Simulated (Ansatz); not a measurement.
A series of calculations on CH$_{5}$BN

**1. Relaxation**

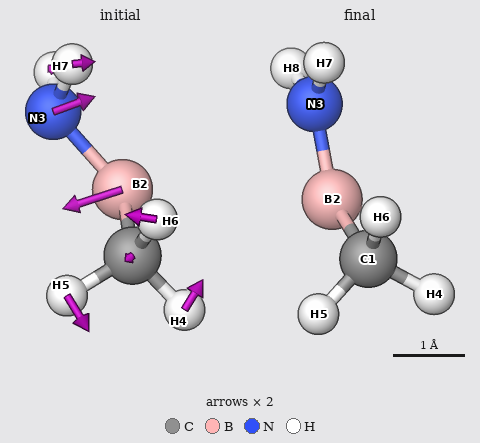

The structure of CH₅BN (multiplicity 2) before (left) and after (right) a relaxation, at one scale. The purple arrows give the displacements, 2 times their true length.

Style: ball-and-stick. Shown from a free direction.

The run prepares an end point of a later path (torsion) calculation, from a guessed geometry.

These are results of Ansatz, UKS CAM-B3LYP-D4/6-31G*, not measurements.

Input file:
```yaml
crystal:
  periodic: [false, false, false]
  atoms:
    - { symbol: C, position_ang: [-0.6976, 0.7373, -0.4413] }
    - { symbol: B, position_ang: [-0.2904, -0.7068, -0.1428] }
    - { symbol: "N", position_ang: [1.0919, -0.9823, 0.3357] }
    - { symbol: H, position_ang: [-1.7259, 0.7879, -0.8027] }
    - { symbol: H, position_ang: [-0.0979, 1.2053, -1.2635] }
    - { symbol: H, position_ang: [-0.6632, 1.4134, 0.4651] }
    - { symbol: H, position_ang: [1.2501, -0.5161, 1.2834] }
    - { symbol: H, position_ang: [1.2249, -1.9958, 0.5104] }
magnetization:
  spin_polarized: true
  initial_magnetization: 1
basis:
  gaussian: { orbitals: "6-31G*" }
hamiltonian:
  xc: cam_b3lyp
  dispersion: d4
relax:
  f_tol: 0.015
  max_steps: 40
```

Run as
```bash
ansatz run input.yaml --threads 1 --pin off --max-ram 2048MiB --backend cpu --events-out ev --progress --plain --runs-dir out
```

Question: What changed between the two?

Answer: B2 moves most after the best rigid fit: 0.46 Å. By element the largest moves are B 0.46 Å, N 0.33 Å, H 0.31 Å, C 0.08 Å. Some distances before and after: B2–N3 1.488 → 1.385 Å, N3–H7 1.068 → 1.016 Å, C1–B2 1.530 → 1.568 Å, C1–H6 1.131 → 1.100 Å. Bond angles that change, for instance: B2–N3–H7 110.0° → 123.2°, B2–N3–H8 110.7° → 123.6°, H7–N3–H8 105.0° → 113.2°. Groups turn about C1–B2 by about 60°. Over 9 accepted moves (11 points after the start) the energy falls by 15.4 kcal/mol. Largest force component: 3 eV/Å at the start, 0.005 eV/Å at the end. The line search rejected the trial steps at points 5, 6 of the run. The forces were under the threshold at step 8, but the run went on from there.

**2. Relaxation**

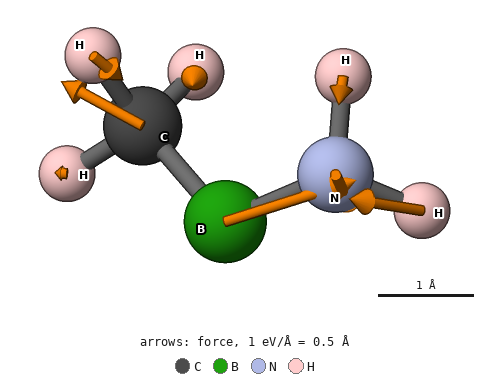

Starting geometry of CH$_{5}$BN (multiplicity 2) with the computed forces as orange arrows. Style: ball-and-stick. Shown at a tilt.

The run prepares an end point of a later path (torsion) calculation, from a guessed geometry.

Level of theory: Ansatz, UKS CAM-B3LYP-D4/6-31G*. (collinear spin; force threshold 0.015 eV/Å; at most 40 steps)

> Is this structure relaxed? If not, where do the atoms go?

It isn't relaxed: the largest force vector, on the B atom, is 3.18 eV/Å. The final displacements follow the starting forces only in part (cosine between the two patterns 0.30). The B atom moves most after the best rigid fit: 0.70 Å. Largest moves by element: B 0.70 Å, H 0.63 Å, N 0.24 Å, C 0.14 Å. Near-neighbour distances that change, for instance: B–N 1.488 → 1.385 Å, H–N 1.068 → 1.010 Å, B–C 1.530 → 1.568 Å, C–H 1.131 → 1.100 Å. Bond angles that change, for instance: B–N–H 110.0° → 123.5°, B–N–H 110.7° → 123.2°, H–N–H 105.0° → 113.2°. Groups turn about B–C by about 60°. The energy falls by 75.3 kJ/mol in 11 geometry steps. Largest force component: 3 eV/Å at the start, 0.0082 eV/Å at the end.

**3. Path**

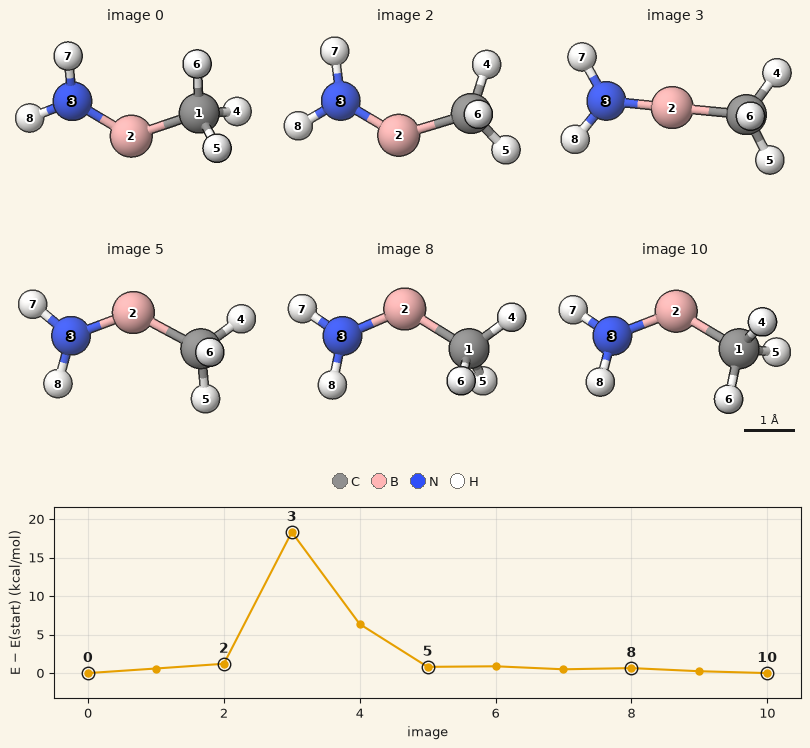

A nudged-elastic-band calculation for CH₅BN (multiplicity 2). Images are numbered from 0 (start) to 10 (end). Style: ball-and-stick. Shown at a tilt.

These are results of Ansatz, UKS CAM-B3LYP-D4/6-31G*, not measurements. Settings: 9 movable images; climbing image; force threshold 0.05 eV/Å; iteration limit 60; starting path through a guess of the saddle point.

Q: Describe the mechanism and the energy profile.

A: The two ends have the same energy, and the highest point, image 3, lies 18.3 kcal/mol above the start. The motion is an in-plane inversion: the angle C1–B2–N3 opens from 126° to 179° on the way and closes on the other side (126° at the end). No bond forms or breaks between the ends. Bond angles that change up to the highest image, for instance: C1–B2–N3 126.2° → 178.9°, B2–C1–H6 113.3° → 106.9°. The band converged in 47 iterations. The largest component of the band force went from 290 to 0.048 eV/Å. The climbing image converged on the top of the path. Its vibrational analysis gives one imaginary mode (600i cm⁻¹), as a transition state must have.
